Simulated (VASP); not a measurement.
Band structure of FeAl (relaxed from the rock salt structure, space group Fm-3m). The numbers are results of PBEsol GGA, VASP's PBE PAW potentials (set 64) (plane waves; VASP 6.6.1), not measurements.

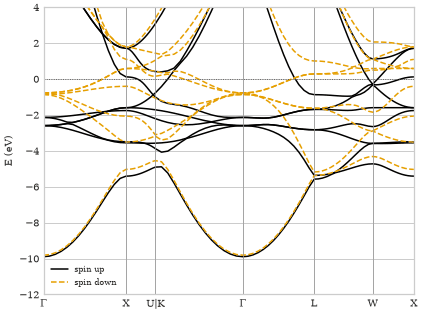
Bands along high-symmetry lines, zero at the valence-band maximum or, without a gap, the Fermi level

Question: Read the plot: is there a gap, and where are the band edges?

Answer: It has no gap at this level: it comes out as a metal or semimetal. (Edges off the drawn lines would not show.)

The structure was generated: FeAl was put into the rock salt type (Fm-3m), which need not be its known phase. It was relaxed first, which changed the volume by -30 %.
